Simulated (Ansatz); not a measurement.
**F2H2SSn: rigid scan of one bond length in Python**

How does the energy of F2H2SSn change as one bond is stretched? Aim: a rigid scan of one bond length, for F2H2SSn, run from a script. SMILES: [F][SnH]([F])[SH].

All numbers are computed with the Python package of Ansatz 0.2.0. Level of theory: PBE/def2-SVP.

## (1) The system

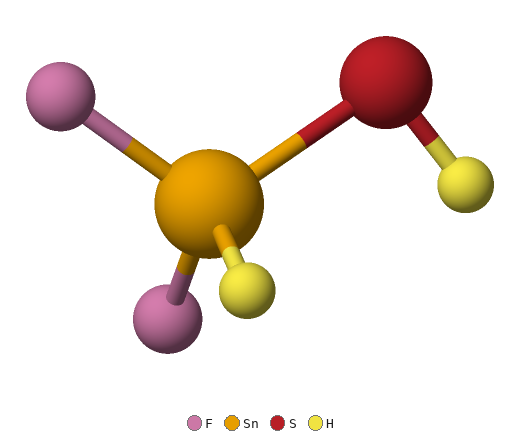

The structure that the script starts from, seen from a chosen angle (fluorine pink, tin amber, sulfur red, hydrogen yellow).

The script holds or builds the structure itself.

## (2) Script

scan.py

```python
'''Potential curve of F2H2SSn along one bond.'''

import ansatz as az
import numpy as np

SETTINGS = {
    'basis_set': 'def2-SVP',
    'functional': 'PBE',
}

GEOMETRY = '''
F     0.39470   -2.14570    1.01580
Sn    0.35240   -0.41530    0.04180
F     0.40250   -0.75350   -1.88200
S    -1.58330    0.82960    0.55250
H     1.75430    0.51990    0.50770
H    -1.27860    1.90090   -0.28190
'''


def main() -> None:
    geometry = az.Crystal.molecule()
    for line in GEOMETRY.strip().splitlines():
        symbol, *xyz = line.split()
        geometry = geometry.atom(symbol, [float(v) for v in xyz])

    symbols = [site.symbol for site in geometry.cartesian_sites]
    start = np.array([site.position_ang for site in geometry.cartesian_sites])
    axis = (start[4] - start[1]) / np.linalg.norm(start[4] - start[1])
    moving = [4]
    lengths, energies = [1.539, 1.609, 1.678, 1.748, 1.818, 1.888, 1.958, 2.063], []
    for length in lengths:
        xyz = start.copy()
        xyz[moving] += (length - np.linalg.norm(start[4] - start[1])) * axis
        point = az.Crystal.molecule()
        for symbol, xyz in zip(symbols, xyz):
            point = point.atom(symbol, xyz.tolist())
        setup = (
            point.calculation()
            .basis(gaussian=SETTINGS['basis_set'])
            .functional(SETTINGS['functional'])
        )
        r = setup.run().report
        energies.append(r['free_energy_ev'])
        print(f'r = {length:6.3f} A  E = {energies[-1]:.5f} eV  <S^2> = {abs(r["mean_field"]["state"]["spin_squared"]):.3f}')

    # quartic fit about the minimum
    fit = np.polynomial.Polynomial.fit(lengths, np.array(energies) - min(energies), 4).convert()
    roots = [r.real for r in fit.deriv().roots() if abs(r.imag) < 1e-9 and fit.deriv(2)(r.real) > 0]
    r_e = min(roots, key=lambda r: abs(r - lengths[int(np.argmin(energies))]))
    print(f'minimum of the fit at {r_e:.4f} A, force constant {fit.deriv(2)(r_e):.2f} eV/A^2')


if __name__ == '__main__':
    main()
```

## (3) The calls as engine input

The package turns the script's settings into the engine's input (first run):

```yaml
crystal:
  periodic: [false, false, false]
  atoms:
    - { symbol: F, position_ang: [0.3947, -2.1457, 1.0158] }
    - { symbol: Sn, position_ang: [0.3524, -0.4153, 0.0418] }
    - { symbol: F, position_ang: [0.4025, -0.7535, -1.882] }
    - { symbol: S, position_ang: [-1.5833, 0.8296, 0.5525] }
    - { symbol: H, position_ang: [1.5863824100300643, 0.40788307287261305, 0.45189516002069124] }
    - { symbol: H, position_ang: [-1.2786, 1.9009, -0.2819] }
basis:
  gaussian:
    orbitals: def2-SVP
hamiltonian:
  xc: pbe
```

## (4) Launch

Launch:

```
$ python scan.py
```

The program printed:

```text
r =  1.539 A  E = -22116.82261 eV  <S^2> = 0.000
r =  1.609 A  E = -22117.01113 eV  <S^2> = 0.000
r =  1.678 A  E = -22117.09916 eV  <S^2> = 0.000
r =  1.748 A  E = -22117.11289 eV  <S^2> = 0.000
r =  1.818 A  E = -22117.06907 eV  <S^2> = 0.000
r =  1.888 A  E = -22116.98239 eV  <S^2> = 0.000
r =  1.958 A  E = -22116.86441 eV  <S^2> = 0.000
r =  2.063 A  E = -22116.64804 eV  <S^2> = 0.000
minimum of the fit at 1.7270 A, force constant 12.84 eV/A^2
```

Wall time 12 s (1 thread of Arm Neoverse V2, shared host); peak memory 0.19 GiB.

## (5) Inputs of later runs

The engine's inputs for some of the other runs:

Run 2, against run 1:

```diff
@@ -8 +8 @@
-    - { symbol: H, position_ang: [1.5863824100300643, 0.40788307287261305, 0.45189516002069124] }
+    - { symbol: H, position_ang: [1.6425089653920557, 0.4453247980844929, 0.47054796132117754] }
```

Run 3, against run 1:

```diff
@@ -8 +8 @@
-    - { symbol: H, position_ang: [1.5863824100300643, 0.40788307287261305, 0.45189516002069124] }
+    - { symbol: H, position_ang: [1.697833712820304, 0.4822316415076314, 0.4889342940316569] }
```

Run 8, against run 1:

```diff
@@ -8 +8 @@
-    - { symbol: H, position_ang: [1.5863824100300643, 0.40788307287261305, 0.45189516002069124] }
+    - { symbol: H, position_ang: [2.006529767311256, 0.6881611301729701, 0.5915247011843314] }
```

Lines on the test bed's own set-up are left out of the output.

## (6) The runs side by side

From the records of these 8 runs:

| run | distance (Å) | energy from run 4 (eV) | SCF cycles | CPU time (s) |
| --- | --- | --- | --- | --- |
| 1 | 1.54 | 0.2903 | 16 | 1.4 |
| 2 | 1.61 | 0.1018 | 16 | 1.4 |
| 3 | 1.68 | 0.0137 | 15 | 1.3 |
| 4 | 1.75 | 0.0000 | 15 | 1.3 |
| 5 | 1.82 | 0.0438 | 18 | 1.6 |
| 6 | 1.89 | 0.1305 | 16 | 1.4 |
| 7 | 1.96 | 0.2485 | 16 | 1.4 |
| 8 | 2.06 | 0.4649 | 16 | 1.4 |

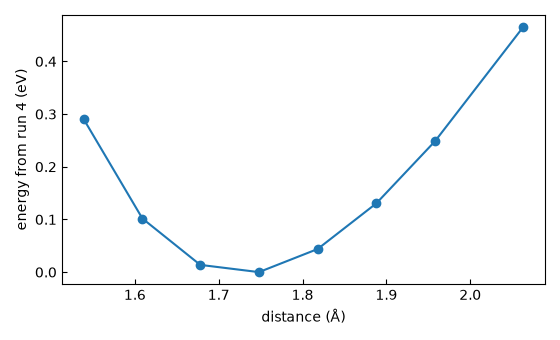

Energy against distance; lines join the points.

## (7) Summary of results

```
                        quantity     value
bond length at the fit's minimum  1.7270 Å
                   runs compared         8
                 range of energy  0.465 eV
      lowest point, distance (Å)      1.75
```

In words: The lowest point, at 1.75, lies inside the range. The ends stand 0.29 and 0.465 eV above it. The distance scanned is the script's pair 1, 4. What to keep in mind:
- The rest of the molecule is held rigid at a force-field or estimated start geometry, and the basis set is modest; single-reference methods fail as a bond breaks.
- def2 sets replace the cores of elements past krypton by effective core potentials.
- The orbitals are restricted, so S² is zero by construction.
